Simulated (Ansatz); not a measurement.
The compound is CaW₂ (space group P-3m1, No. 164), taken as the geometry relaxed with DFT PBE, scalar-relativistic, plane waves, PAW (Ansatz); the starting structure was generated, so it need not be a known form of this composition.

```
Ca W
1.0
     3.18987    0.00000    0.00000
    -1.59494    2.76251    0.00000
     0.00000    0.00000    7.21567
Ca W
1 2
Cartesian
  0.0000 0.0000 3.6078
  0.0000 1.8417 6.3475
  1.5949 0.9208 0.8682
```

Describe the stacking along c, with columns A (0, 0), B (1/3, 2/3), C (2/3, 1/3) of the hexagonal mesh.

W(C) – Ca(A) – W(B) (three layers in 7.22 Å).

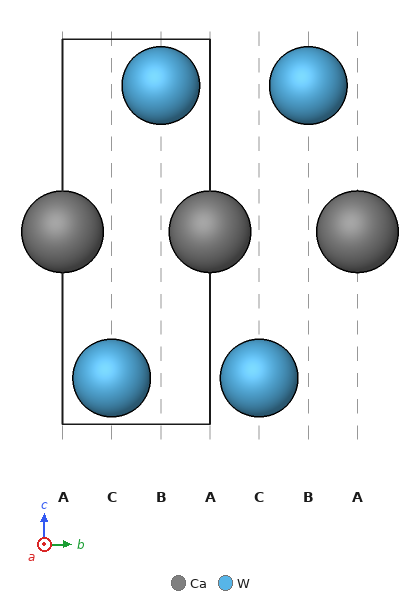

Projection along an edge of the hexagonal mesh, stacking direction c upwards. The dashed lines mark the three columns A (0, 0), B (1/3, 2/3) and C (2/3, 1/3). The sequence starts with the first layer at or above the cell's origin.
